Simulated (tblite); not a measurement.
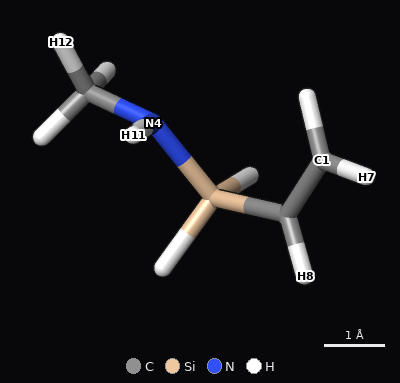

C3H9NSi, before the relaxation. The picture is a stick view, seen at a tilt.

The calculation used GFN2-xTB geometry optimisation, gas phase (tblite).

```xyz
14

C     2.2544    0.2889    1.1571
C     1.9230    0.0197   -0.1240
Si    0.2965    0.1921   -0.8979
N    -0.9171   -0.1744    0.2327
C    -2.3453   -0.1357   -0.0167
H     1.5082    0.6665    1.8663
H     3.2601    0.1522    1.5170
H     2.7004   -0.3493   -0.7830
H     0.0630    1.5711   -1.3809
H     0.1418   -0.7752   -2.0031
H    -0.6885   -1.0869    0.6457
H    -2.8999   -0.3663    0.8950
H    -2.6638    0.8638   -0.3434
H    -2.6335   -0.8672   -0.7868
```

**What does the optimiser find from here?**

After 93 geometry steps the energy has fallen by 5.69 kcal/mol. H6 moves most after the best rigid fit: 0.47 Å. Largest moves by element: H 0.47 Å, C 0.18 Å, Si 0.09 Å, N 0.02 Å. Some distances before and after: C2–Si3 1.809 → 1.881 Å, C1–C2 1.350 → 1.322 Å, Si3–N4 1.699 → 1.718 Å, C1–H6 1.097 → 1.078 Å. Among the angles between lasting bonds that change: Si3–N4–H11 107.5° → 117.7°, N4–Si3–H10 106.4° → 115.5°, C5–N4–H11 108.2° → 111.5°.

The structure at the end:

```xyz
14

C     2.1835    0.1252    1.1419
C     1.9480    0.0875   -0.1589
Si    0.2594    0.1998   -0.9788
N    -0.8983   -0.1681    0.2364
C    -2.3203   -0.1503   -0.0003
H     1.3823    0.2132    1.8579
H     3.1788    0.0737    1.5590
H     2.7942    0.0094   -0.8302
H    -0.0425    1.5641   -1.4314
H     0.2571   -0.6967   -2.1529
H    -0.6472   -0.8569    0.9301
H    -2.8579    0.0119    0.9364
H    -2.5527    0.6671   -0.6792
H    -2.6849   -1.0806   -0.4520
```

After the run, drawn alike:

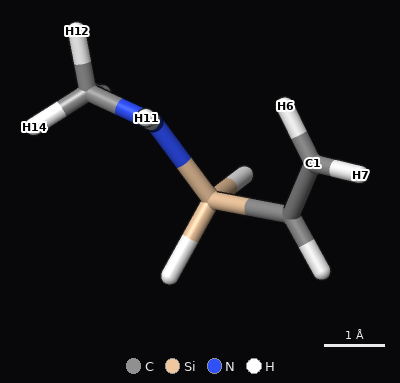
